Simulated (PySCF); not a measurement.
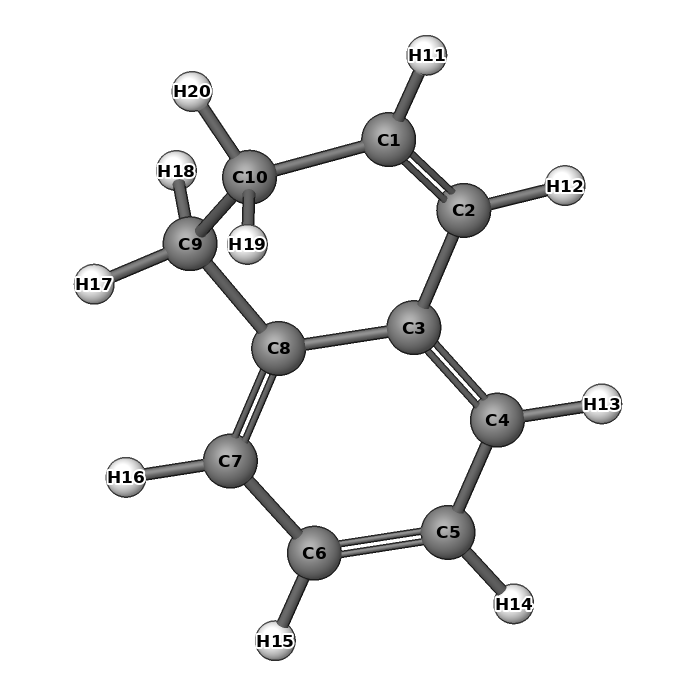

The questions are on isotropic NMR shieldings of the H atoms. Computed geometry: GFN2-xTB optimisation. No frequency run is at hand to confirm it as a minimum. Level of theory: GIAO PBE0/pcSseg-1 NMR shielding, non-relativistic, gas phase (PySCF 2.14.0).

Give the isotropic NMR shieldings of the H atoms atom by atom.

| atom | σ (ppm) |
| --- | --- |
| H11 | 25.39 |
| H12 | 24.92 |
| H13 | 24.44 |
| H14 | 24.25 |
| H15 | 24.30 |
| H16 | 24.32 |
| H17 | 29.08 |
| H18 | 28.73 |
| H19 | 29.24 |
| H20 | 29.45 |
